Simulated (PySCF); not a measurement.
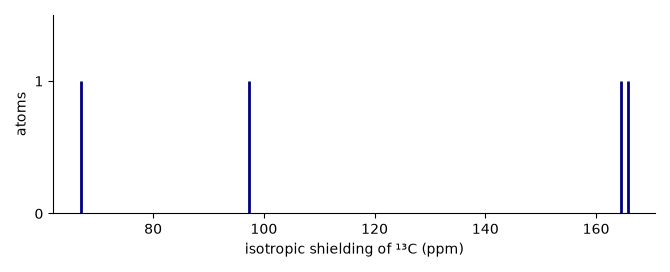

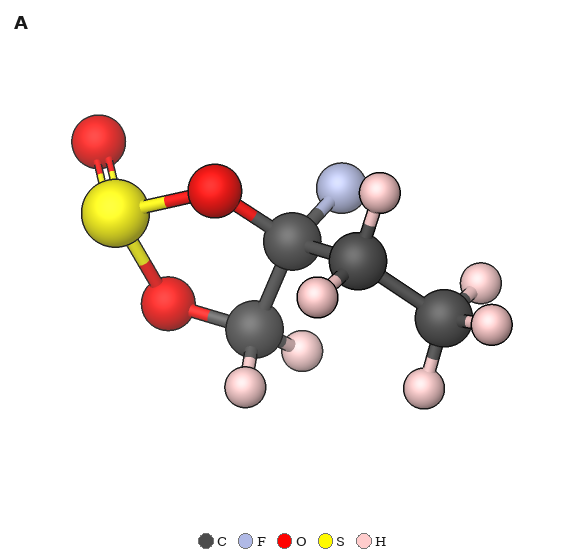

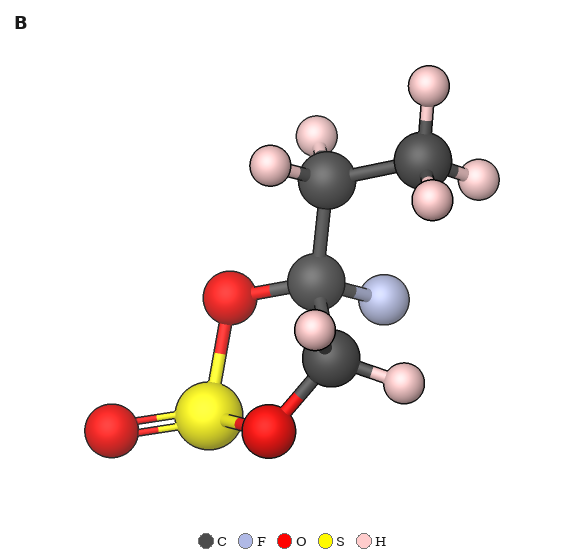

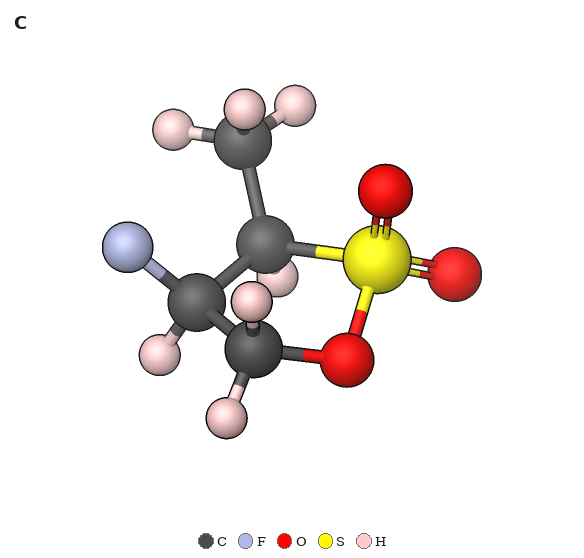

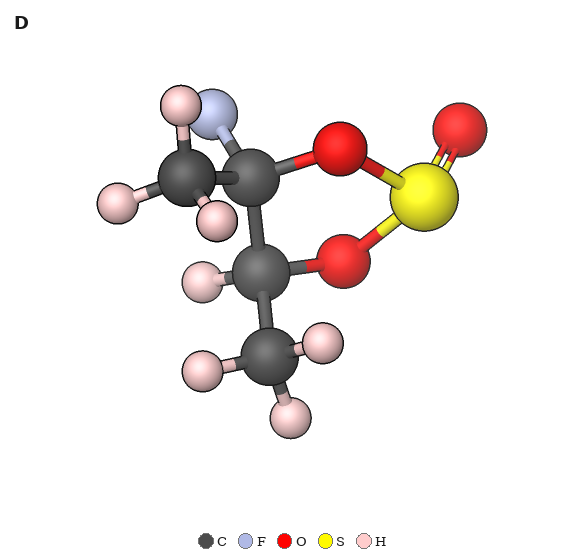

The sticks are computed shieldings of one of the molecules, for one fixed geometry (GFN2-xTB) without averaging over rotations. Low shielding means a high chemical shift. Method: GIAO PBE0/pcSseg-1 NMR shielding, non-relativistic, gas phase (PySCF 2.14.0).

> Match the spectrum to a structure.

D, `C[C@@H]1O[S@@](=O)O[C@@]1(C)F`. Its 4 C atoms give lines at 66.9, 97.3, 164.5, 165.7 ppm.
